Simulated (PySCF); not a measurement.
# C$_{6}$H$_{8}$F$_{2}$O, SMILES `C=C(C(F)F)C1CCO1`: electronic structure

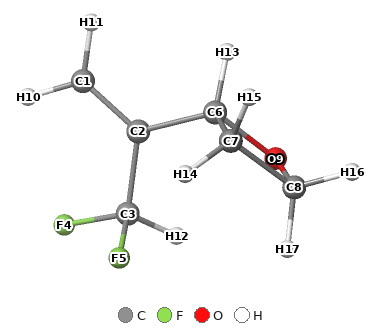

The molecule, with its atoms numbered as below. No frequency check shows the geometry to be a minimum.

Coordinates in Å:

```
C1      -1.3038    1.8298    0.2448
C2      -0.5492    0.7877   -0.0635
C3      -1.1352   -0.5865   -0.2683
F4      -2.4807   -0.5538   -0.3980
F5      -0.8882   -1.3872    0.8082
C6       0.9457    0.8599   -0.2013
C7       1.7586    0.2446    0.9564
C8       2.2909   -0.7133   -0.1104
O9       1.4957   -0.0880   -1.1237
H10     -2.3688    1.7370    0.3687
H11     -0.8780    2.8088    0.3794
H12     -0.7135   -1.0838   -1.1552
H13      1.2406    1.8823   -0.4638
H14      1.1590   -0.2200    1.7335
H15      2.4942    0.9094    1.3991
H16      3.3571   -0.6304   -0.3339
H17      2.0217   -1.7639    0.0233
```

### 1. Bonding charge

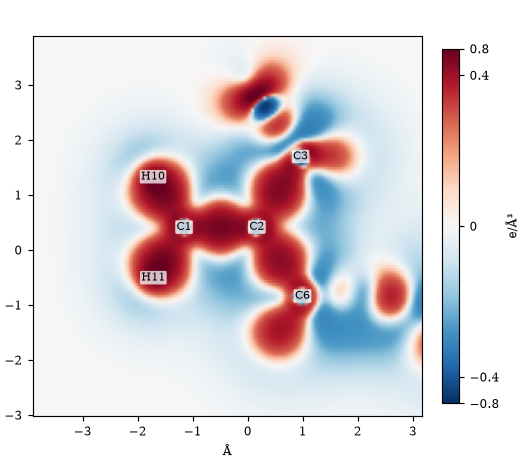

Deformation density (molecule less spherical, spin-averaged free atoms) in the plane of C1, C2, C3, C6, H10 and H11; colour scale in e/Å³, logarithmic beyond ±0.1; red: gain, blue: loss.

Computed with PySCF, TPSS/6-311G**, geometry: GFN2-xTB.

**How much density has each bond in this plane gained at its critical point, relative to the free atoms?**

C1–H10: +0.72 e/Å³ at the bond critical point (bond length 1.08 Å, Mayer order 0.9). C1–H11: +0.70 e/Å³ at the bond critical point (bond length 1.08 Å, Mayer order 1.0). C1–C2: +0.67 e/Å³ at the bond critical point (bond length 1.32 Å, Mayer order 1.9). C2–C3: +0.55 e/Å³ at the bond critical point (bond length 1.51 Å, Mayer order 1.0). C2–C6: +0.51 e/Å³ at the bond critical point (bond length 1.50 Å, Mayer order 1.0). In all, 3.7 electrons gather in the regions of gain relative to the promolecule.

**Where do the Hirshfeld charges lie?**

The highest Hirshfeld charge is on C3 (+0.14 e), the lowest on O9 (−0.15 e).

| atom | charge (e) |
| --- | --- |
| C1 | −0.08 |
| C2 | −0.02 |
| C3 | +0.14 |
| F4 | −0.09 |
| F5 | −0.10 |
| C6 | +0.05 |
| C7 | −0.06 |
| C8 | +0.02 |
| O9 | −0.15 |
| H10 | +0.04 |
| H11 | +0.04 |
| H12 | +0.03 |
| H13 | +0.03 |
| H14 | +0.03 |
| H15 | +0.04 |
| H16 | +0.03 |
| H17 | +0.03 |

### 2. Local ionisation energy

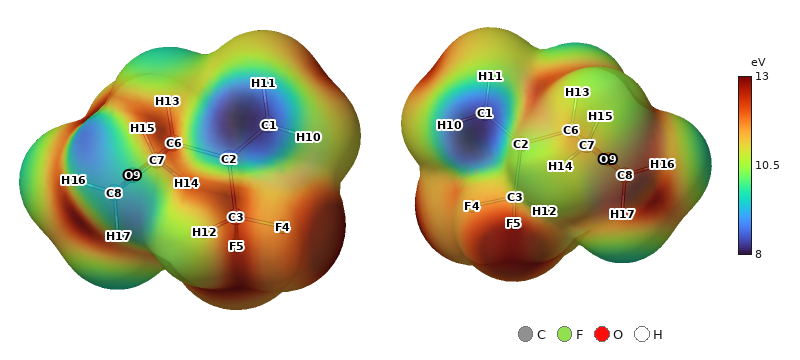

Average local ionisation energy on the surface of electron density 0.001 a.u. (back view left, front view right).

**Where are the most loosely bound electrons on this surface?**

The lowest value is 8.0 eV, over C1, off the plane of its three bonds (2.0 Å). Further minima include 8.0 eV, off the C1–C2 bond (2.1 to 2.2 Å from its atoms); 8.8 eV, 1.8 Å from O9; 9.1 eV, near O9 (1.79 Å) and H12 (1.96 Å). For comparison, the highest occupied orbital lies at −6.0 eV.

### 3. Localised orbitals

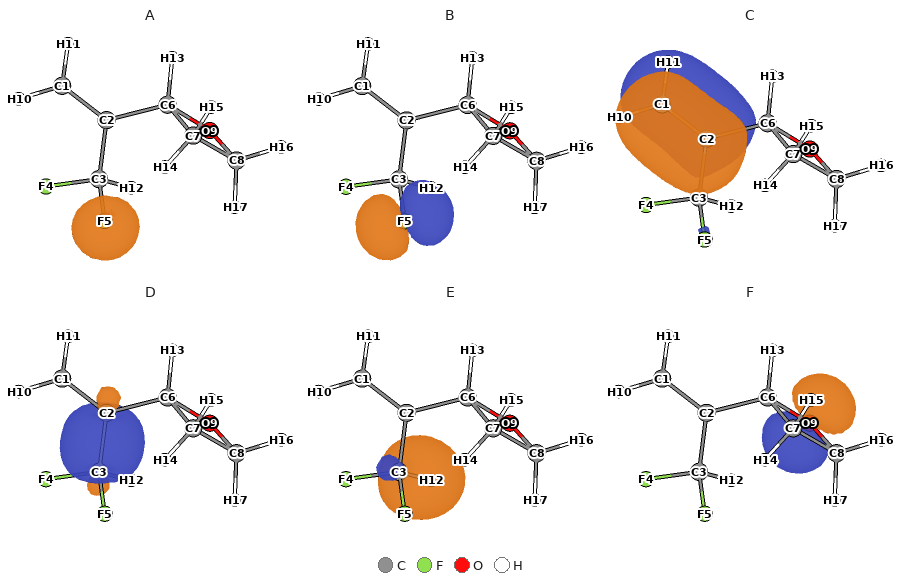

Pipek–Mezey orbitals, occupied; each surface holds about 85 % of the orbital's density. Energies are diagonal elements of the Fock matrix.

PySCF calculation, ωB97X/def2-SVP, gas phase; geometry: GFN2-xTB.

**Name the orbitals, with their atomic make-up and energies.**

By panel:
- A: lone pair on F5 (sp0.4-type) (F5 100 %; −26.9 eV)
- B: lone pair on F5 (p-type) (F5 97 %; −14.7 eV)
- C: π bond C2–C1 (C2 49 %, C1 48 %; −11.1 eV)
- D: σ bond C3–C2 (C3 51 %, C2 48 %; −19.4 eV)
- E: σ bond C3–H12 (C3 56 %, H12 43 %; −17.8 eV)
- F: lone pair on O9 (p-type) (O9 96 %; −11.6 eV)

### 4. Magnetic shielding

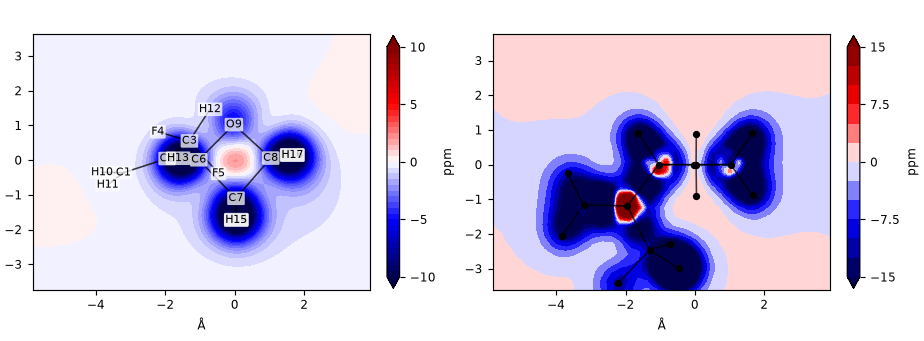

Isotropic NICS 1.0 Å above the plane of the 4-membered ring C6/C7/C8/O9 (left) and isotropic NICS in a plane perpendicular to the same ring (right); GIAO shieldings; atoms are projected onto the map; negative values mean shielding.

Method: B3LYP/6-31G*; geometry: GFN2-xTB; program: PySCF.

**Is the ring aromatic by this magnetic criterion?**

It is neither clearly shielded nor deshielded above its centre; its σ bonds alone give such values, so they don't measure π aromaticity: NICS(0) = +1.5, NICS(1) = +2.0 and +2.1, NICS(1)zz = +3.6 and +1.9 (two faces) ppm.

The PySCF runs shown took 3.3 min, 63 s and 2.6 min on 1 thread of AMD EPYC (Zen 3), with other jobs on the host.
